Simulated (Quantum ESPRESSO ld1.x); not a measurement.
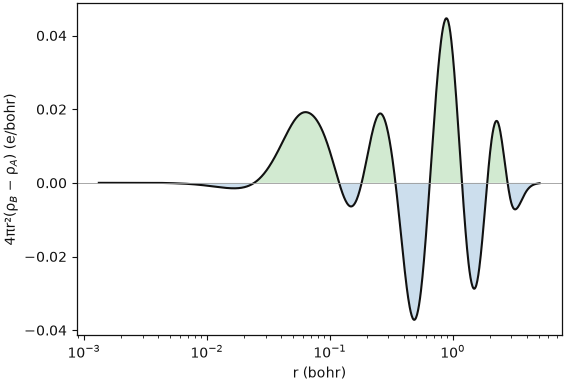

The strontium ion Sr²⁺ in [Kr] was computed by two methods: BP86; RPBE. Both runs are scalar-relativistic and spherical. Computed with Quantum ESPRESSO ld1.x 7.5.

The plot shows the radial density of run B less that of run A; on the logarithmic r axis, areas aren't charges.

A is RPBE and B is BP86.

Where does the charge move between the methods?

B holds 0.027 electrons more than A where the difference is positive (most at r = 0.89 bohr) and as many fewer where it is negative (most at r = 0.48 bohr), out of 36 electrons.
